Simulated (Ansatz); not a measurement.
The starting structures come from a database of crystals and need not be the phases stable at ambient conditions.

 Where the default PAW files enter, the runs use the earlier of Ansatz's two default sets.

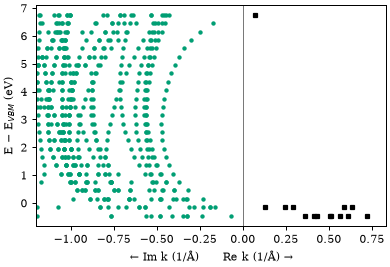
Fig. 1. Complex bands at the centre of the two-dimensional zone; PBEsol in Ansatz (a quantum-chemistry and plane-wave program)

The gap is the functional's own. No spin-orbit coupling. Mid-gap values are interpolated on the energy grid.

Q: This is Cs$_{2}$NaYF$_{6}$ (Fm-3m, not sure to be the ambient phase, 10 atoms a cell, 19.5 Å³ an atom, -3 GPa at this level) along the normal of (110). Read off the slowest decay at the centre of the two-dimensional zone at 3.45 eV, the computed energy nearest the middle of the gap.

A: κ ≈ 0.47 1/Å, a decay length 1/(2κ) of the density of 1.1 Å.
